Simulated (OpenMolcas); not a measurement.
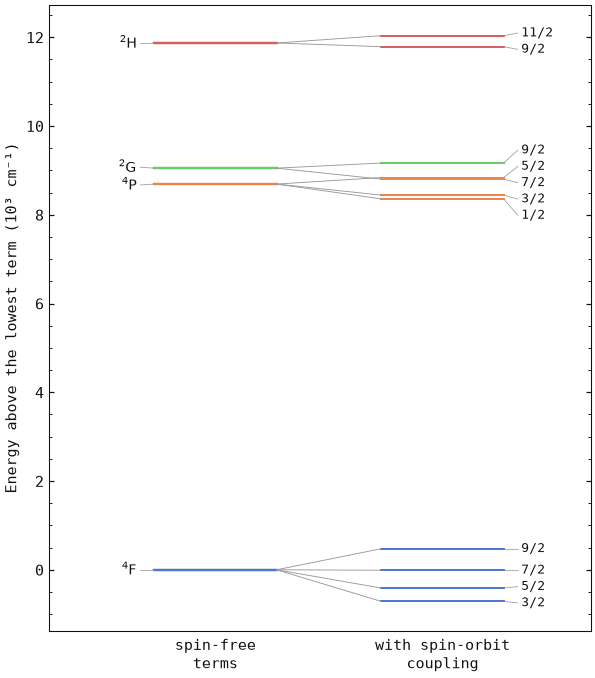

Terms of Zr⁺ (zirconium, Z = 40) without and with spin-orbit coupling; numbers at the right are J. ⁴F (at 0) splits over 1,190 cm⁻¹ into J = 3/2, 5/2, 7/2, 9/2 from the bottom up (normal); ⁴P (at 8,690 cm⁻¹) splits over 481 cm⁻¹ into J = 1/2, 3/2, 5/2 from the bottom up (normal); ²G (at 9,050 cm⁻¹) splits over 363 cm⁻¹ into J = 7/2, 9/2 from the bottom up (normal); ²H (at 11,900 cm⁻¹) splits over 248 cm⁻¹ into J = 9/2, 11/2 from the bottom up (normal). The ground level lies 713 cm⁻¹ below the lowest term.

Run report: Zr⁺, multiconfigurational calculation (part 1 of 2)

System: Zr⁺.
Method: state-averaged CASSCF, active space 3 electrons in the shell 4d, basis ANO-RCC-VTZP, DKH2 scalar Hamiltonian, spin-orbit coupling by RASSI with atomic mean-field integrals (OpenMolcas).

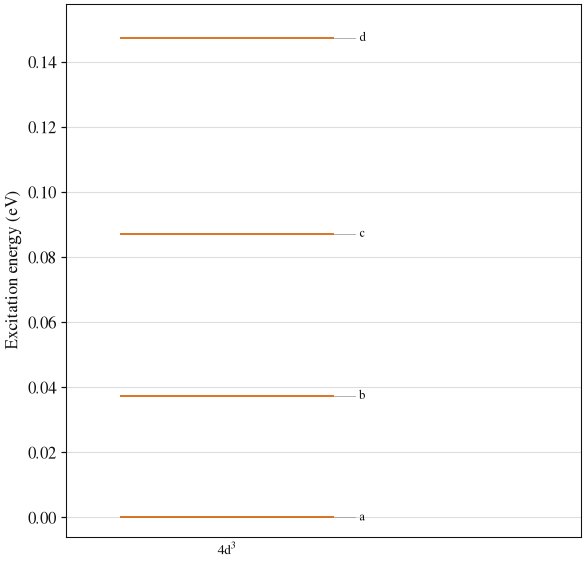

The lowest computed levels of Zr⁺, 4 of them lettered. a: 4d³ ⁴F₃/₂ at 0; b: 4d³ ⁴F₅/₂ at 0.0374 eV; c: 4d³ ⁴F₇/₂ at 0.0872 eV; d: 4d³ ⁴F₉/₂ at 0.147 eV.

These pictures come from the run below.

### The input
```
&GATEWAY
Coord
1

Zr 0.0 0.0 0.0
Basis=ANO-RCC-VTZP
Group=XYZ
NoMove
AngMom=0.0 0.0 0.0
AMFI
&SEWARD
&RASSCF
FileOrb=start.orb
Symmetry=1
Spin=4
nActEl=3 0 0
Inactive=9 9
Ras2=5 0
CIRoot=10 10 1
SDav=10
CIMx=300
Iter=120 100
PrWF=0.3
OrbListing=Nothing
MaxOrb=0
Atom
>>> COPY $Project.JobIph JOB001
&RASSCF
FileOrb=start.orb
Symmetry=1
Spin=2
nActEl=3 0 0
Inactive=9 9
Ras2=5 0
CIRoot=40 40 1
SDav=40
CIMx=300
Iter=120 100
PrWF=0.3
OrbListing=Nothing
MaxOrb=0
Atom
>>> COPY $Project.JobIph JOB002
&RASSI
NrOfJobIphs=2 10 40
1 2 3 4 5 6 7 8 9 10
1 2 3 4 5 6 7 8 9 10 11 12 13 14 15 16 17 18 19 20 21 22 23 24 25 26 27
28 29 30 31 32 33 34 35 36 37 38 39 40
IphNames
JOB001
JOB002
EJob
SpinOrbit
DIPRint=1.0
SOCoupling=1000.0
Subsets=2
MEES
Property=10
'ANGMOM' 1 'ANGMOM' 2 'ANGMOM' 3 'MLTPL  1' 1 'MLTPL  1' 2 'MLTPL  1' 3
'AMFI' 1 'AMFI' 2 'AMFI' 3 'MLTPL  2' 6
SOProperty=3
'ANGMOM' 1 'ANGMOM' 2 'ANGMOM' 3
```

The file start.orb holds starting orbitals from an earlier step. A driver script formed the levels outside the program, from RASSI's spin-orbit matrix and the active-space energies, averaged over the components of each term or state.

Run as:
```bash
OMP_NUM_THREADS=1 MOLCAS_MEM=1689 MOLCAS_PROJECT=a pymolcas a.inp > a.log  # once for each step of the input, in one work folder
```

### Output (extracts)
```
--- SEWARD ---
Basis set label: ZR.ANO-RCC...7S6P4D2F1G.

      Electronic valence basis set:
      ------------------
      Associated Effective Charge  40.000000 au
      Associated Actual Charge     40.000000 au
      Nuclear Model: Point charge

      Shell  nPrim  nBasis  Cartesian Spherical Contaminant
         s      21       7        X
         p      18       6        X
         d      13       4                 X
         f       6       2                 X
         g       4       1                 X
                  Relativistic Douglas-Kroll-Hess integrals:
                    - DKH order of Hamiltonian: 2
                    - DKH order of Properties : 0
                  Atomic mean-field integrals
--- RASSCF ---
Wave function specifications:
      -----------------------------

      Number of closed shell electrons          36
      Number of electrons in active shells       3
      Max number of holes in RAS1 space          0
      Max nr of electrons in RAS3 space          0
      Number of inactive orbitals               18
      Number of active orbitals                  5
      Number of secondary orbitals              45
      Spin quantum number                      1.5
      State symmetry                             1
Orbital specifications:
      -----------------------

      Symmetry species                           1   2
                                                ag  au
      Frozen orbitals                            0   0
      Inactive orbitals                          9   9
      Active orbitals                            5   0
      RAS1 orbitals                              0   0
      RAS2 orbitals                              5   0
      RAS3 orbitals                              0   0
      Secondary orbitals                        22  23
      Deleted orbitals                           0   0
      Number of basis functions                 36  32
      Number of CSFs                            10
      Number of root(s) required                10
      Iter CI   SX   CI       RASSCF       Energy    max ROT     max BLB   max BLB  Level Ln srch  Step   QN
          iter iter root      energy       change     param      element    value   shift minimum  type update
 Nr of preliminary CI iterations:   1
      Total energies have been shifted. Add                -3000.00 au
        1   1    9    0  -595.58413055    0.00E+00   1.42E-02    9  15 2  4.78E-02*  0.00   0.00    SX    NO
        2   1    9    0  -595.58659608   -2.47E-03*  2.15E-02    7  13 2 -1.42E-02*  0.00   0.00    SX    NO
        3   1    9    0  -595.58688423   -2.88E-04*  1.50E-02    9  15 2  1.08E-02*  0.00   0.00    SX    NO
        4   1    8    0  -595.58699213   -1.08E-04*  1.13E-02    7  13 2 -7.01E-03*  0.00   0.00    SX    NO
        5   1    8    0  -595.58705278   -6.07E-05*  4.60E-03    9  15 2  5.10E-03*  0.00   0.59    LS   YES
        6   1    7    0  -595.58711312   -6.03E-05*  5.49E-05    9  15 2  1.99E-04*  0.00   1.02    QN   YES
        7   1    7    0  -595.58711318   -6.01E-08*  1.22E-05    9  15 1 -2.30E-05   0.00   1.11    QN   YES
        8   1    5    0  -595.58711318   -1.47E-09   2.50E-06    4  18 1 -1.67E-06   0.00   1.08    QN   YES
      Convergence after  8 iterations
        9   1    5    0  -595.58711318   -2.00E-11   2.50E-06    3  17 1  1.66E-07   0.00   1.08    QN   YES
      Natural orbitals and occupation numbers for root  1
      sym 1:   0.165524   0.165524   0.834476   1.000000   0.834476
      Natural orbitals and occupation numbers for root  2
      sym 1:   1.000000   0.820277   0.179723   0.179723   0.820277
      Natural orbitals and occupation numbers for root  3
      sym 1:   0.219346   0.780654   0.219346   0.780654   1.000000
::    RASSCF root number  1 Total energy:  -3595.59899361
::    RASSCF root number  2 Total energy:  -3595.59899361
::    RASSCF root number  3 Total energy:  -3595.59899361
::    RASSCF root number  4 Total energy:  -3595.59899361
::    RASSCF root number  5 Total energy:  -3595.59899361
::    RASSCF root number  6 Total energy:  -3595.59899361
::    RASSCF root number  7 Total energy:  -3595.59899361
::    RASSCF root number  8 Total energy:  -3595.55939218
::    RASSCF root number  9 Total energy:  -3595.55939218
::    RASSCF root number 10 Total energy:  -3595.55939218
--- RASSCF ---
Wave function specifications:
      -----------------------------

      Number of closed shell electrons          36
      Number of electrons in active shells       3
      Max number of holes in RAS1 space          0
      Max nr of electrons in RAS3 space          0
      Number of inactive orbitals               18
      Number of active orbitals                  5
      Number of secondary orbitals              45
      Spin quantum number                      0.5
      State symmetry                             1
Orbital specifications:
      -----------------------

      Symmetry species                           1   2
                                                ag  au
      Frozen orbitals                            0   0
      Inactive orbitals                          9   9
      Active orbitals                            5   0
      RAS1 orbitals                              0   0
      RAS2 orbitals                              5   0
      RAS3 orbitals                              0   0
      Secondary orbitals                        22  23
      Deleted orbitals                           0   0
      Number of basis functions                 36  32
      Number of CSFs                            40
      Number of root(s) required                40
      Iter CI   SX   CI       RASSCF       Energy    max ROT     max BLB   max BLB  Level Ln srch  Step   QN
          iter iter root      energy       change     param      element    value   shift minimum  type update
 Nr of preliminary CI iterations:   1
      Total energies have been shifted. Add                -3000.00 au
        1   1    6    0  -595.52814897    0.00E+00  -2.92E-02   10  18 1 -5.52E-03*  0.00   0.00    SX    NO
        2   1    9    0  -595.52874011   -5.91E-04*  1.54E-02    7  13 2 -1.04E-02*  0.00   0.00    SX    NO
        3   1    8    0  -595.52888763   -1.48E-04*  1.10E-02    7  13 2  7.11E-03*  0.00   0.00    SX    NO
        4   1    8    0  -595.52894936   -6.17E-05*  7.75E-03    7  13 2 -5.42E-03*  0.00   0.00    SX    NO
        5   1    8    0  -595.52898374   -3.44E-05*  3.18E-03    7  13 2  3.90E-03*  0.00   0.58    LS   YES
        6   1    7    0  -595.52901939   -3.57E-05*  3.82E-05    9  17 1 -8.58E-05   0.00   1.02    QN   YES
        7   1    5    0  -595.52901941   -1.54E-08*  6.44E-06    3  17 1 -1.07E-05   0.00   0.95    QN   YES
        8   1    4    0  -595.52901941   -2.11E-10  -4.08E-07    7  10 2  1.15E-06   0.00   0.96    QN   YES
      Convergence after  8 iterations
        9   1    4    0  -595.52901941   -1.82E-12  -4.08E-07    9  15 1  1.71E-07   0.00   0.96    QN   YES
      Natural orbitals and occupation numbers for root  1
      sym 1:   0.481674   0.665144   0.698408   0.504496   0.650278
      Natural orbitals and occupation numbers for root  2
      sym 1:   0.553757   0.708603   0.677566   0.454570   0.605504
      Natural orbitals and occupation numbers for root  3
      sym 1:   0.701685   0.693423   0.426673   0.555010   0.623209
::    RASSCF root number  1 Total energy:  -3595.55775921
::    RASSCF root number  2 Total energy:  -3595.55775921
::    RASSCF root number  3 Total energy:  -3595.55775921
::    RASSCF root number  4 Total energy:  -3595.55775921
::    RASSCF root number  5 Total energy:  -3595.55775921
::    RASSCF root number  6 Total energy:  -3595.55775921
::    RASSCF root number  7 Total energy:  -3595.55775921
::    RASSCF root number  8 Total energy:  -3595.55775921
::    RASSCF root number  9 Total energy:  -3595.55775921
::    RASSCF root number 10 Total energy:  -3595.54490634
::    RASSCF root number 11 Total energy:  -3595.54490634
::    RASSCF root number 12 Total energy:  -3595.54490634
::    RASSCF root number 13 Total energy:  -3595.54490634
::    RASSCF root number 14 Total energy:  -3595.54490634
::    RASSCF root number 15 Total energy:  -3595.54490634
::    RASSCF root number 16 Total energy:  -3595.54490634
::    RASSCF root number 17 Total energy:  -3595.54490634
::    RASSCF root number 18 Total energy:  -3595.54490634
::    RASSCF root number 19 Total energy:  -3595.54490634
::    RASSCF root number 20 Total energy:  -3595.54490634
::    RASSCF root number 21 Total energy:  -3595.54490634
::    RASSCF root number 22 Total energy:  -3595.54490634
::    RASSCF root number 23 Total energy:  -3595.54490634
::    RASSCF root number 24 Total energy:  -3595.54006416
::    RASSCF root number 25 Total energy:  -3595.54006416
::    RASSCF root number 26 Total energy:  -3595.54006416
::    RASSCF root number 27 Total energy:  -3595.54006416
::    RASSCF root number 28 Total energy:  -3595.54006416
::    RASSCF root number 29 Total energy:  -3595.50634772
::    RASSCF root number 30 Total energy:  -3595.50634772
```

(Continued in part 2.) Outcome of the run: converged.
